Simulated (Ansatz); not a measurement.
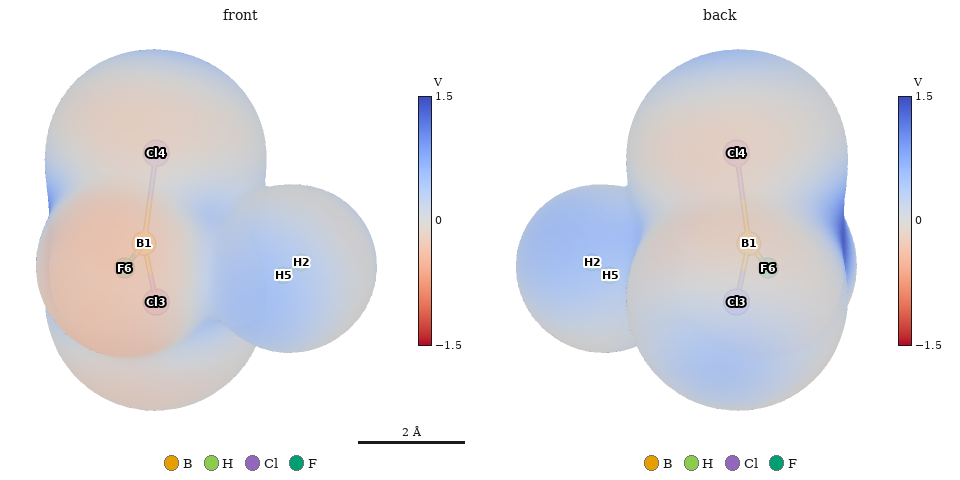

Figure 1: BCl₂F···H₂. The electrostatic potential painted on the density surface at 0.001 e/bohr³, seen from the front and from behind; the colour scale runs from red (negative) to blue (positive).

The product side of a reaction path; geometry: PBE0-D4/def2-TZVP.

These are results of RKS PBE0-D4/def2-TZVPP in Ansatz, not measurements.

```yaml
atoms:
  - { symbol: B, position_ang: [-0.5040, -0.8462, 0.2734] }
  - { symbol: H, position_ang: [0.9882, 1.7176, -0.7321] }
  - { symbol: Cl, position_ang: [0.4694, -1.8571, -0.7534] }
  - { symbol: Cl, position_ang: [-2.0307, -0.2097, -0.2630] }
  - { symbol: H, position_ang: [1.1583, 1.7598, -0.0064] }
  - { symbol: F, position_ang: [-0.0814, -0.5644, 1.4815] }
```

Where is the surface potential most negative and most positive?

The most negative region (about −0.3 V, or −7 kcal/mol for a unit charge) lies over F6, the most positive (about +1.2 V, or +28 kcal/mol for a unit charge) over B1. Cl3 shows a σ-hole: about +0.5 V, or +12 kcal/mol for a unit charge at the tip opposite its bond, against about −0.1 V on its flanks. Cl4 shows a σ-hole: about +0.5 V, or +12 kcal/mol for a unit charge at the tip opposite its bond, against about −0.1 V on its flanks.
